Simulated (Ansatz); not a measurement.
# A hypothetical structure for BC

This structure for BC is made up. Its elements were placed in a known structure type with a cell scaled to their sizes. What cell does the guess relax to, and how far off was it?

Main program and level: Ansatz 0.2.0; DFT, PBE, plane-wave PAW, files of the set soft_1, scalar-relativistic, no spin, cell and ions relaxed at zero pressure; PAW set soft_1.

### Step 1. The starting structure

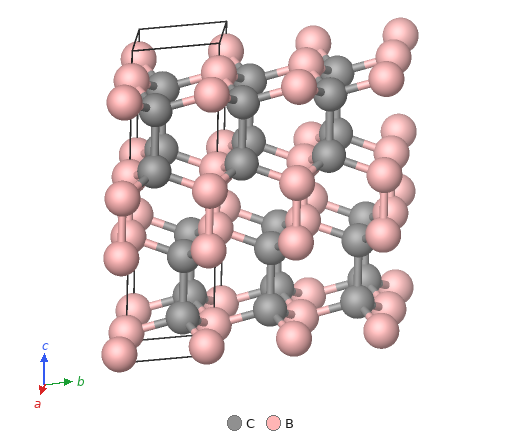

Start, viewed slightly off an axis; carbon grey, boron pink. 2×3×1 cells are drawn. Bonds to atoms that aren't drawn are left out. Some periodic images of atoms are drawn too.

### Step 2. Relaxing cell and atoms

The guess takes its coordinates from another compound and its volume from a rule, so the cell and any free coordinates are relaxed together.

The input, input.yaml:

```yaml
crystal:
  lattice:
    - [2.365, 0.0, 0.0]
    - [-1.1825, 2.04815008, 0.0]
    - [0.0, 0.0, 7.798]
  atoms:
    - { symbol: C, position: [0.666666667, 0.333333333, 0.8485] }
    - { symbol: C, position: [0.333333333, 0.666666667, 0.3485] }
    - { symbol: C, position: [0.666666667, 0.333333333, 0.6515] }
    - { symbol: C, position: [0.333333333, 0.666666667, 0.1515] }
    - { symbol: B, position: [0.0, 0.0, 0.9042] }
    - { symbol: B, position: [0.0, 0.0, 0.4042] }
    - { symbol: B, position: [0.0, 0.0, 0.5958] }
    - { symbol: B, position: [0.0, 0.0, 0.0958] }
kpoints:
  mp_grid: { grid: [13, 13, 4] }
scf:
  occupations: { method: fermi_dirac, width: 0.05 }
hamiltonian:
  xc: pbe
  pseudopotentials: { kind: paw, azcp: { folder: soft_1 } }
relax:
  f_tol: 0.015
  max_steps: 70
  cell: {}
output:
  forces: true
  stress: true
```

Started as:

```
$ ansatz run input.yaml --threads 4 --pin off --max-ram 10240MiB --backend cpu --events-out ev --progress --plain --runs-dir out
```

Numbers of over 12 decimals in the logs are rounded to 6 here.

Log:

```text
Engine: ansatz 0.2.0, x86_64-unknown-linux-gnu
Pseudopotentials: kind: paw
Pseudopotential: C, paw, valence charge 4, recommended cutoff 420 eV (normal), soft_1/C.paw.azcp
Pseudopotential: B, paw, valence charge 3, recommended cutoff 420 eV (normal), soft_1/B.paw.azcp
Functional definition: PBE
  parameter kappa = 0.804
  parameter beta = 0.066725
  exchange = pbe_x(kappa = kappa, mu = beta*pi^2/3)
  correlation = pbe_c(beta = beta)
Crystal: 8 atoms, lattice volume = 37.773 Å³
Basis set: ecut = 420 eV, 723 PW (Γ), exchange–correlation on 32×32×108 points (8 copies of the dense FFT grid, shifted against one another)
Bands: 22, of which v1, the nominal top of the filled ones, is band 14 counted from 1 (13 counted from 0)
Symmetry: 24 space group operations
Space group: P63/mmc (ITA 194), of the structure as read, at distance tolerance 3.4e-5 Å
k-points: 63 of 676
Non-local potential: C, projectors of the file, l = 0: 2, l = 1: 2, l = 2: 1
Non-local potential: B, projectors of the file, l = 0: 2, l = 1: 2, l = 2: 1
PAW form: soft (Blöchl's): semilocal exchange-correlation on the pseudo side does not see the compensation charge
PAW one-centre angular grid: C, 110 points (default); XC on 64 Gauss nodes
PAW one-centre angular grid: B, 110 points (default); XC on 64 Gauss nodes
Initial density: superposition of atomic densities (chi_scale 0.1, normalization cell, long waves kept (reshape's long-wave potential 0.04 eV rms))
Initial wavefunctions: pseudopotential atomic-orbital guess
Functional: x = pbe(κ = 0.804, μ = 0.219515), c = pbe(β = 0.066725)
SCF iter   1: F=—  HF=-1617.425600 eV  |F-HF|=—  |Δ(HF+E_count)|=         —  Δρ=1.72e-1  dr2=8.63e0  ethr=3.10e-3  ⟨swp⟩=6.0  Hψ=7215  notcnv=0  defer=4
preconditioner: auto → none  [metal: Δε(μ)=0.011 eV  Ē_g=16.577 eV  σ=0.050 eV  W_gap=0.05  n_scr=6 (ndim 8)  ℏωp=32.0 eV  f_vac=0.000  D(μ)=3.49/eV (n_scr^D=52)  sad-step TF]
SCF iter   2: F=—  HF=-1615.189225 eV  |F-HF|=—  |Δ(HF+E_count)|=    2.24e0  Δρ=1.02e-1  dr2=3.31e0  ethr=3.10e-3  ⟨swp⟩=2.2  Hψ=3086  notcnv=0  defer=159
SCF iter   3: F=—  HF=-1613.907975 eV  |F-HF|=—  |Δ(HF+E_count)|=    1.28e0  Δρ=1.01e-2  dr2=4.38e-2  ethr=3.10e-3  ⟨swp⟩=3.1  Hψ=2742  notcnv=0  defer=159
SCF iter   4: F=—  HF=-1613.908723 eV  |F-HF|=—  |Δ(HF+E_count)|=   7.48e-4  Δρ=4.21e-3  dr2=1.11e-2  ethr=1.56e-4  ⟨swp⟩=2.7  Hψ=2719  notcnv=0  defer=157
SCF iter   5: F=—  HF=-1613.907607 eV  |F-HF|=—  |Δ(HF+E_count)|=   1.12e-3  Δρ=1.66e-3  dr2=1.01e-3  ethr=3.95e-5  ⟨swp⟩=2.5  Hψ=1887  notcnv=0  defer=157
SCF iter   6: F=—  HF=-1613.907606 eV  |F-HF|=—  |Δ(HF+E_count)|=   1.58e-6  Δρ=3.52e-4  dr2=4.44e-5  ethr=3.60e-6  ⟨swp⟩=2.4  Hψ=1978  notcnv=0  defer=157
SCF iter   7: F=—  HF=-1613.907606 eV  |F-HF|=—  |Δ(HF+E_count)|=   6.03e-7  Δρ=3.92e-5  dr2=5.56e-7  ethr=1.59e-7  ⟨swp⟩=2.7  Hψ=2150  notcnv=0  defer=157
SCF iter   8: F=-1613.907607 eV  HF=-1613.907607 eV  |F-HF|=4.19e-10  |Δ(HF+E_count)|=   1.14e-7  Δρ=2.50e-6  dr2=2.57e-9  ethr=3.57e-10  ⟨swp⟩=4.6  Hψ=4299  notcnv=0
SCF 1 converged in 8 iterations: F = -1613.907607 eV  dr2 = 2.57e-9
  greatest PAW one-centre occupation: 0.721 electrons in one spin orbital (limit 2), on the C atom at site 3 (counted from 0), in its partial waves of l = 0
relax step   1: F+E_penalty+E_count = -1613.90760653 eV  Δ(F+E_penalty+E_count) = +0.000e0 eV  max|allowed force component| = 3.553e0 eV/Å  Δτ_max = 0.0000 Å  P = +200.156 GPa  Ω = 37.773 Å³  (8 SCF iters, dr2 threshold 1.00e-7 eV, accepted)
[... from here on, the SCF cycles and remarks between the steps are left out ...]
relax step   2: F+E_penalty+E_count = -1619.26378693 eV  Δ(F+E_penalty+E_count) = -5.356e0 eV  max|allowed force component| = 2.116e0 eV/Å  Δτ_max = 0.0239 Å  P = +103.065 GPa  Ω = 42.977 Å³  energy of the carried Pulay correction = -1.445e-2 eV  (6 SCF iters, dr2 threshold 8.00e-7 eV, accepted)
relax step   3: F+E_penalty+E_count = -1622.08341255 eV  Δ(F+E_penalty+E_count) = -2.820e0 eV  max|allowed force component| = 1.498e0 eV/Å  Δτ_max = 0.0385 Å  P = +42.029 GPa  Ω = 48.303 Å³  energy of the carried Pulay correction = -2.745e-2 eV  (6 SCF iters, dr2 threshold 8.00e-7 eV, accepted)
relax step   4: F+E_penalty+E_count = -1623.28282452 eV  Δ(F+E_penalty+E_count) = -1.199e0 eV  max|allowed force component| = 1.484e0 eV/Å  Δτ_max = 0.1294 Å  P = +4.516 GPa  Ω = 54.621 Å³  energy of the carried Pulay correction = -4.096e-2 eV  (6 SCF iters, dr2 threshold 8.00e-7 eV, accepted)
relax step   5: F+E_penalty+E_count = -1623.48643989 eV  Δ(F+E_penalty+E_count) = -2.036e-1 eV  max|allowed force component| = 8.091e-1 eV/Å  Δτ_max = 0.0267 Å  P = +0.095 GPa  Ω = 55.665 Å³  energy of the carried Pulay correction = -4.303e-2 eV  (6 SCF iters, dr2 threshold 8.00e-7 eV, accepted)
relax step   6: F+E_penalty+E_count = -1623.68333859 eV  Δ(F+E_penalty+E_count) = -1.969e-1 eV  max|allowed force component| = 1.491e-1 eV/Å  Δτ_max = 0.0764 Å  P = -1.671 GPa  Ω = 57.910 Å³  energy of the carried Pulay correction = -4.731e-2 eV  (6 SCF iters, dr2 threshold 8.00e-7 eV, accepted)
[...]
relax step  13: F+E_penalty+E_count = -1624.17119518 eV  Δ(F+E_penalty+E_count) = -2.952e-2 eV  max|allowed force component| = 5.012e-2 eV/Å  Δτ_max = 0.0320 Å  P = +0.318 GPa  Ω = 63.283 Å³  energy of the carried Pulay correction = -1.100e-2 eV  (6 SCF iters, dr2 threshold 8.00e-7 eV, accepted)
relax step  14: F+E_penalty+E_count = -1624.17443469 eV  Δ(F+E_penalty+E_count) = -3.240e-3 eV  max|allowed force component| = 1.939e-2 eV/Å  Δτ_max = 0.0213 Å  P = -0.063 GPa  Ω = 64.711 Å³  energy of the carried Pulay correction = -1.587e-2 eV  (6 SCF iters, dr2 threshold 6.82e-7 eV, accepted)
relax step  15: F+E_penalty+E_count = -1624.17330965 eV  Δ(F+E_penalty+E_count) = +1.125e-3 eV  max|allowed force component| = 1.312e-2 eV/Å  Δτ_max = 0.0072 Å  P = +0.138 GPa  Ω = 65.174 Å³  energy of the carried Pulay correction = -1.758e-2 eV  (6 SCF iters, dr2 threshold 9.00e-8 eV, accepted)
relax step  16: F+E_penalty+E_count = -1624.17329699 eV  Δ(F+E_penalty+E_count) = +1.265e-5 eV  max|allowed force component| = 1.152e-3 eV/Å  Δτ_max = 0.0008 Å  P = -0.007 GPa  Ω = 65.187 Å³  energy of the carried Pulay correction = -1.765e-2 eV  (6 SCF iters, dr2 threshold 1.65e-7 eV, accepted)
relax step  17: F+E_penalty+E_count = -1624.19868055 eV  Δ(F+E_penalty+E_count) = -2.538e-2 eV  max|allowed force component| = 1.651e-2 eV/Å  Δτ_max = 0.0000 Å  P = +0.081 GPa  Ω = 65.187 Å³  stress off target by 4.97e-1 GPa  SCF on the basis re-selected at this cell (its energy is not comparable with the rows above)  (6 SCF iters)
relax step  18: F+E_penalty+E_count = -1624.19966701 eV  Δ(F+E_penalty+E_count) = -9.865e-4 eV  max|allowed force component| = 1.678e-2 eV/Å  Δτ_max = 0.0127 Å  P = +0.052 GPa  Ω = 66.146 Å³  energy of the carried Pulay correction = -1.463e-3 eV  (6 SCF iters, dr2 threshold 6.17e-7 eV, accepted)
relax step  19: F+E_penalty+E_count = -1624.19902378 eV  Δ(F+E_penalty+E_count) = +6.432e-4 eV  max|allowed force component| = 6.760e-3 eV/Å  Δτ_max = 0.0065 Å  P = -0.142 GPa  Ω = 66.645 Å³  energy of the carried Pulay correction = -2.328e-3 eV  (6 SCF iters, dr2 threshold 1.76e-8 eV, accepted)
relax step  20: F+E_penalty+E_count = -1624.19928627 eV  Δ(F+E_penalty+E_count) = -2.625e-4 eV  max|allowed force component| = 4.913e-3 eV/Å  Δτ_max = 0.0012 Å  P = +0.076 GPa  Ω = 66.521 Å³  energy of the carried Pulay correction = -2.091e-3 eV  (6 SCF iters, dr2 threshold 1.01e-7 eV, accepted)
relax step  21: F+E_penalty+E_count = -1624.19924951 eV  Δ(F+E_penalty+E_count) = +3.676e-5 eV  max|allowed force component| = 2.786e-5 eV/Å  Δτ_max = 0.0001 Å  P = +0.001 GPa  Ω = 66.543 Å³  energy of the carried Pulay correction = -2.135e-3 eV  (6 SCF iters, dr2 threshold 1.90e-8 eV, accepted)
relax step  22: F+E_penalty+E_count = -1624.20162043 eV  Δ(F+E_penalty+E_count) = -2.371e-3 eV  max|allowed force component| = 9.325e-4 eV/Å  Δτ_max = 0.0000 Å  P = +0.001 GPa  Ω = 66.543 Å³  stress off target by 4.18e-2 GPa  SCF on the basis re-selected at this cell (its energy is not comparable with the rows above)  (6 SCF iters)
basis re-selected at this cell: Δ(F+E_penalty+E_count) = -2.371e-3 eV, ΔP = +0.000 GPa vs the last step (what re-selecting the basis moved, of the pressure what is left beyond the Pulay correction that the steps carried, after the strain that the cell walked since its last selection, with what the two solves' SCF thresholds leave and, on support functions, any second-order correction that the steps lacked; it is no m [...]
SCF converged after 6 iterations
Free energy (F): -1624.201620 eV
Harris-Foulkes:  -1624.201620 eV  (|F-HF|=2.73e-12)
Internal energy: -1624.193619 eV  (E = F + TS)
E sigma→0 (E₀):  -1624.197620 eV
Entropy (-TS):   -0.008001 eV (-1.000 meV/atom)
Fermi energy:    7.283258 eV
--- Per-component energies (eV) ---
  E_band       = 15.594432
  E_kinetic    = 539.561495
  E_local      = -667.960202  (includes V_loc(G=0)·N_el)
  E_nonlocal   = 130.019780
  E_hartree    = 218.697630
  E_xc         = -317.043000
  E_vxc        = -382.886264  (∫ρ·V_xc dr)
  E_paw        = -712.031717  (= ΣΔE_a)
  E_vpaw       = -40.535723  (= ΣTr[D̂ρ^β])
  E_aug_tail   = 0.000091  (compensation charges beyond the density's cutoff)
  E_ewald      = -815.437695
  E_smearing   = -0.008001  (= −TS)
  E_closure    = -0.000000  (closes the sum)
  Σ components = -1624.201620   (vs F -1624.201620, Δ=0.00e0)
--- Forces (eV/Å), atoms counted from 1 ---
  atom   1  C      0.00000000     0.00000000    -0.00093253
  atom   2  C     -0.00000000    -0.00000000    -0.00093253
  atom   3  C      0.00000000     0.00000000     0.00093253
  atom   4  C     -0.00000000    -0.00000000     0.00093253
  atom   5  B     -0.00000000    -0.00000000     0.00027098
  atom   6  B      0.00000000     0.00000000     0.00027098
  atom   7  B     -0.00000000    -0.00000000    -0.00027098
  atom   8  B      0.00000000     0.00000000    -0.00027098
  max |Σ_I F_I| component: 3.70e-17 eV/Å
--- Stress (GPa, compression-positive) ---
       -0.019857      -0.000000      -0.000000
        0.000000      -0.019857      -0.000000
       -0.000000      -0.000000       0.041805
  P = ⅓ Tr σ = 0.0007 GPa (0.007 kbar)
--- Relaxed structure (19 steps of the walk, 18 accepted, 3 SCFs on fresh bases) ---
  F+E_penalty+E_count = -1624.20162043 eV   max|allowed force component| = 9.325e-4 eV/Å   (the final SCF, on the basis selected at the relaxed cell)
  cell:  # Å, volume = 66.5429 Å³
    - [2.725400, 0, 0]
    - [-1.362700, 2.360266, 1.8151477391105935e-17]
    - [0, 6.910881291353662e-17, 10.344531]
  atoms:
    - { symbol: C, position: [0.666667, 0.333333, 0.841580] }
    - { symbol: C, position: [0.333333, 0.666667, 0.341580] }
    - { symbol: C, position: [0.666667, 0.333333, 0.658420] }
    - { symbol: C, position: [0.333333, 0.666667, 0.158420] }
    - { symbol: B, position: [-1.788087161215236e-18, -3.57617432243042e-18, 0.853438] }
    - { symbol: B, position: [-1.7880871612152387e-18, -3.5761743224304374e-18, 0.353438] }
    - { symbol: B, position: [1.7880871612152237e-18, 3.5761743224304536e-18, 0.646562] }
    - { symbol: B, position: [1.7880871612151613e-18, 3.576174322430362e-18, 0.146562] }
```

It took 18 s on 4 threads of AMD EPYC 7B13 (Zen 3), shared host; peak memory 0.46 GiB.

Step by step:

```csv
step,energy less that of the first step (eV),largest force component (eV/Å),pressure (GPa),volume (Å³)
1,0.0000,3.5530,200.16,37.77
2,-5.3562,2.1156,103.06,42.98
3,-8.1758,1.4981,42.03,48.30
4,-9.3752,1.4838,4.52,54.62
5,-9.5788,0.8091,0.09,55.66
6,-9.7757,0.1491,-1.67,57.91
7,-9.7534,0.2014,6.09,58.12
8,-9.8041,0.0308,0.59,58.27
9,-9.8044,0.0291,-0.17,58.62
10,-9.8045,0.0075,-0.04,58.62
11*,-10.1735,0.0113,5.64,58.62
12,-10.2341,0.0682,1.86,60.85
13,-10.2636,0.0501,0.32,63.28
14,-10.2668,0.0194,-0.06,64.71
15,-10.2657,0.0131,0.14,65.17
16,-10.2657,0.0012,-0.01,65.19
17*,-10.2911,0.0165,0.08,65.19
18,-10.2921,0.0168,0.05,66.15
19,-10.2914,0.0068,-0.14,66.65
20,-10.2917,0.0049,0.08,66.52
21,-10.2916,0.0000,0.00,66.54
22*,-10.2940,0.0009,0.00,66.54
```

Relaxation steps marked * repeat the geometry before them on a plane-wave basis chosen anew for their cell, so energy and pressure can jump there. Relaxation step 7 was tried and not accepted.

The run keeps the 24 symmetry operations that it works with, so distortions that break them were not tested.

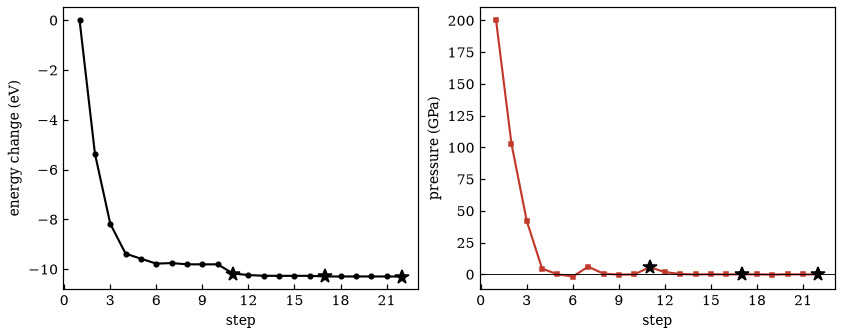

Energy and pressure along the relaxation. Stars mark steps on a basis chosen anew.

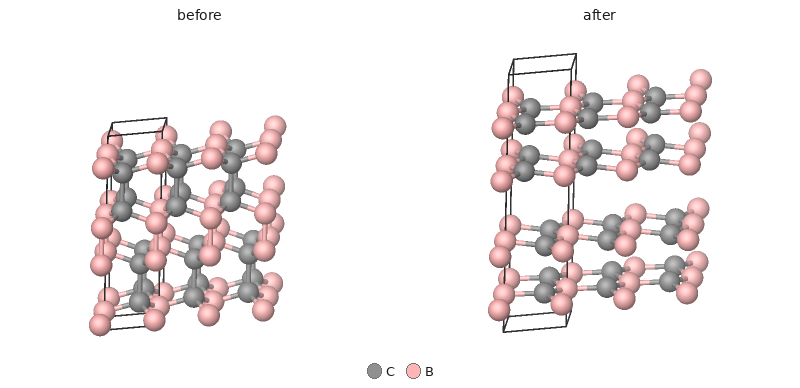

Before and after, at one scale. Bonds to atoms that aren't drawn are left out.

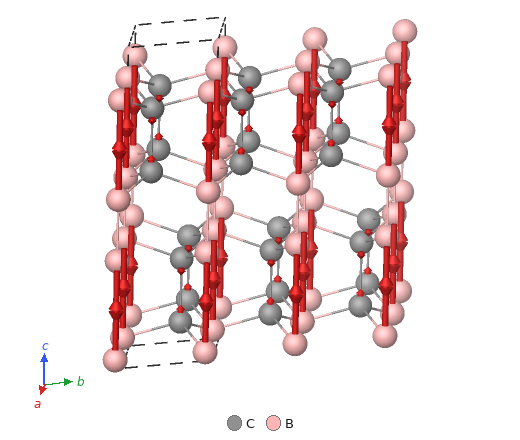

Displacements in the relaxation, exaggerated, measured against the changing cell; the longest in the cell stands for 0.53 Å. Bonds to atoms that aren't drawn are left out. 2×3×1 cells are drawn. Some periodic images of atoms are drawn too.

```csv
cell as run,before,after,change
a (Å),2.365,2.725,+15.2 %
b (Å),2.365,2.725,+15.2 %
c (Å),7.798,10.345,+32.7 %
volume (Å³/atom),4.72,8.32,+76.2 %
```

The atoms that moved most (Å, as changes of fractional coordinates times the final cell):

```csv
atom,dx,dy,dz,length
B6,0.000,0.000,-0.525,0.525
B8,0.000,0.000,0.525,0.525
B7,0.000,0.000,0.525,0.525
B5,0.000,0.000,-0.525,0.525
C2,0.000,0.000,-0.072,0.072
C3,0.000,0.000,0.072,0.072
C4,0.000,0.000,0.072,0.072
C1,0.000,0.000,-0.072,0.072
```

The relaxed structure:

```xyz
8
Lattice="2.7254 0.0000 0.0000 -1.3627 2.3603 0.0000 0.0000 0.0000 10.3445" Properties=species:S:1:pos:R:3 pbc="T T T"
C     1.3627    0.7868    8.7057
C     0.0000    1.5735    3.5335
C     1.3627    0.7868    6.8110
C     0.0000    1.5735    1.6388
B     0.0000    0.0000    8.8284
B     0.0000    0.0000    3.6562
B     0.0000    0.0000    6.6884
B     0.0000    0.0000    1.5161
```

This step gave:

```
free energy             : -1624.2016 eV
energy at zero smearing : -1624.1976 eV
smearing term TS        : 0.008001 eV
Fermi energy            : 7.283 eV
electrons               : 28
symmetry operations     : 24
pressure                : 6.97e-4 GPa
```

Shortest distances by pair of elements, guess and relaxed (not always the same contact):

```csv
pair,guess (Å),relaxed (Å)
B–C,1.433,1.578
C–C,1.536,1.895
B–B,1.494,2.140
```

The relaxation ends with a largest force component of 9.3e-4 eV/Å and a pressure of 0.00 GPa.

### Step 3. Results

| Property | Result |
| --- | --- |
| space group, relaxed | P6_3/mmc |
| conventional cell | a = 2.725, b = 2.725, c = 10.345 Å; α = 90.0°, β = 90.0°, γ = 120.0° |
| volume per atom | 8.32 Å³ (guess 4.72) |

In words: BC relaxes to P6_3/mmc with a = 2.725, b = 2.725 and c = 10.345 Å. The guessed volume was 43 % too small. The space group P6_3/mmc was held in the relaxation, so the end point is a stationary structure within it and may be a saddle against distortions or other arrangements. Mesh and cutoff weren't tested. A vector of the cell changed its length by 33 %, so the starting arrangement is largely lost and the mesh was laid for another shape. No dispersion term is used, so weakly bound directions may come out too long. Nothing here tests whether the compound is stable against decomposition.

[Logs are printed without paths, hosts, clocks, repeated set-up lines and the standing remarks that a program may print on its own settings, such as how far it seeks lower states.]

[Hosts, paths, dates, database ids (printed as entryN), source tags and the programs' standing remarks are cut or masked in the printed files.]
